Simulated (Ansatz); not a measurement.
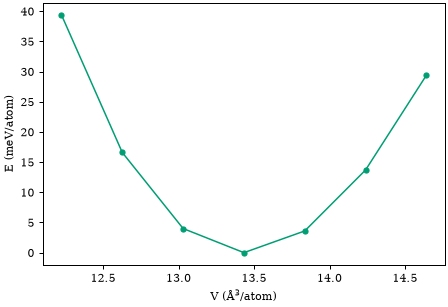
Figure: BeS in space group P6_422 (No. 181; Be on 3c, S on 3d) under volume change, PBE (plane waves, PAW; program Ansatz), shape and atoms relaxed at each volume.

### Question
What does a third-order Birch–Murnaghan fit give for V₀, B₀ and B′?

### Answer
V₀ = 13.43 Å³/atom, B₀ = 99.6 GPa, B′ = 3.8.

The start of the workflow was typed in or built on a structure type; neither database checked (COD, Materials Project) lists it. COD files the formula under space group No. 216, so this cell is another polymorph or a model. Whether it is the stable phase at ambient conditions was not checked. The cell was relaxed with PBE under the symmetry of its start; whether a distortion lowers the energy is not shown.

Potentials: the earlier of the program's two PAW sets.
